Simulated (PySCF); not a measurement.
**C4H9FOSi2 (SMILES O=C[SiH2]C/C([SiH3])=C\F): density, localisation and related maps**

Input file:

```
{"job": {"kind": "uv", "xc": "B3LYP", "basis": "def2-SVPD", "nstates": 8, "ntriplets": 3}, "charge": 0, "multiplicity": 1}
O     -0.564402    -0.160811     2.075927
C     -1.625465    -0.268340     1.512921
Si    -1.914897    -0.020079    -0.373516
C     -0.303224     0.679880    -1.102093
C      0.870881    -0.052069    -0.523999
Si     1.785474     0.679869     0.960243
C      1.242533    -1.220450    -1.015765
F      0.604079    -1.804900    -2.066766
H     -2.513661    -0.548905     2.119514
H     -2.251951    -1.348552    -0.886753
H     -3.044454     0.905367    -0.504254
H     -0.322983     0.564723    -2.188353
H     -0.218705     1.745580    -0.887026
H      1.037415     1.827417     1.467702
H      3.056316     1.200939     0.421884
H      2.090308    -0.342302     1.950922
H      2.065739    -1.825337    -0.671575
```

Command:

```sh
OMP_NUM_THREADS=1 python probes_run.py task.json out
```

Geometry: GFN2-xTB.

Level of theory: B3LYP/def2-SVPD, SCF density, gas phase (PySCF).

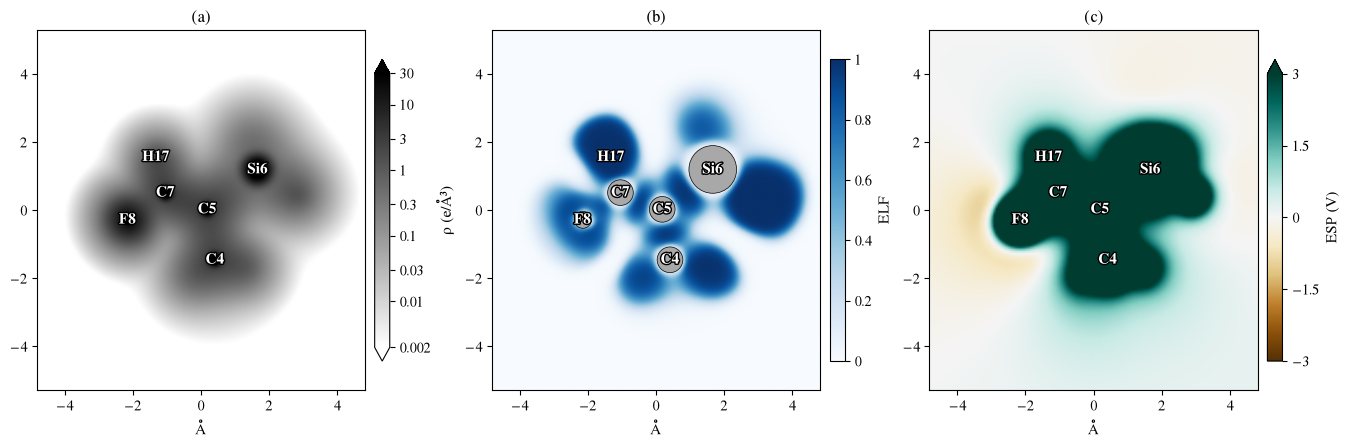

Figure 1. (a) electron density; (b) ELF; (c) molecular electrostatic potential on the plane of atoms Si6, C5 and C7. Grey discs cover the atomic cores in the ELF map.

### Read the bonding off the picture.

Atoms in the plane: C, Si, F and H.
C–C (1.32 Å): ρ at the midpoint is about 2.4 e/Å³; the ELF peaks at about 0.90 between the atoms; a multiple bond.
C–F (1.36 Å): the density is about 2.2 e/Å³ at the midpoint, with its minimum of 1.6 e/Å³ about 0.5 Å from C; the ELF peaks at about 0.85 between the atoms, as expected for a shared but strongly polarised pair.
C–Si (1.89 Å): ρ is about 0.93 e/Å³ halfway; the ELF peaks at about 0.95 between the atoms; a shared electron pair.
C–H (1.08 Å): the density is about 2.1 e/Å³ at the midpoint; the ELF climbs to about 1 towards the hydrogen, as it does in any bond to H: a covalent bond by its length.
C–C (1.50 Å): the density is about 1.7 e/Å³ at the midpoint; the ELF peaks at about 0.95 between the atoms, as expected for a covalent bond.
The ELF also peaks beside F8, away from the bonds: lone-pair regions.
Outside the dense part of the molecule the potential is most negative (−0.9 V) near F8.

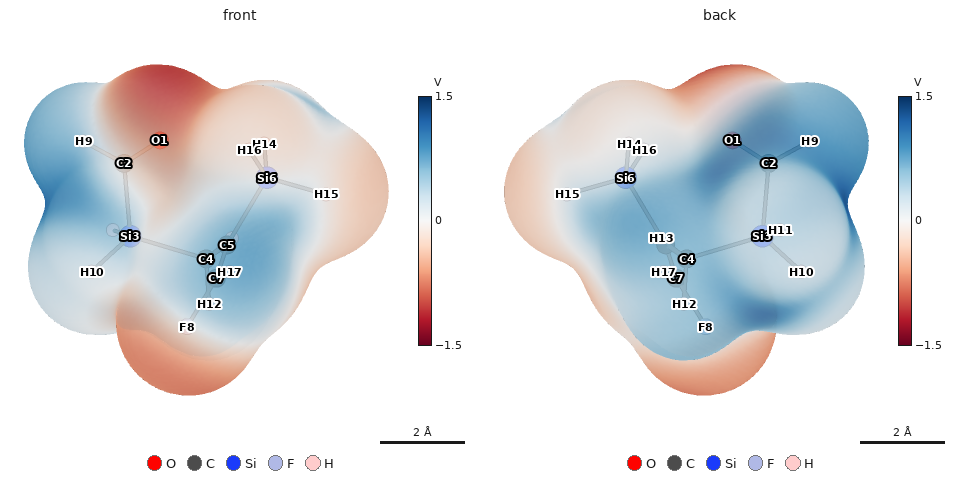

Figure 2. The molecular electrostatic potential painted on the density surface at 0.001 e/bohr³, seen from the front and from behind; the colour scale runs from red (negative) to blue (positive).

### Which sites attract a positive test charge, and which a negative one?

A positive charge is drawn to the negative regions and a negative charge to the positive ones. The most negative region (about −1.1 V, or −25 kcal/mol for a unit charge) lies over O1, the most positive (about +1.2 V, or +28 kcal/mol for a unit charge) over Si3. O1 is the likeliest acceptor of a hydrogen bond.

### How polar is the molecule by this calculation?

Its dipole moment is 2.03 D.
